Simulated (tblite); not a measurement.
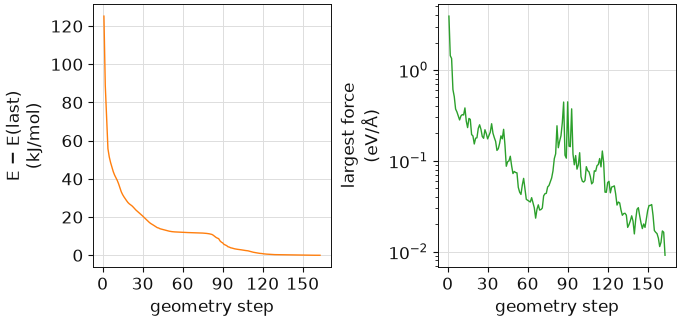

History of a geometry optimisation.

The run: C₆H₁₆PSi (SMILES C[C@@H]1CC[P@+]1(C)C[SiH3]) (charge +1), by GFN2-xTB geometry optimisation, gas phase (tblite 0.8.0).

> How did it end, and what did it gain?

The optimisation met its thresholds at geometry 163, counting the start as the first. The energy fell by about 130 kJ/mol from the first step to the last. The largest force goes from about 3.9 eV/Å at the start to 9 × 10⁻³ eV/Å at the end.
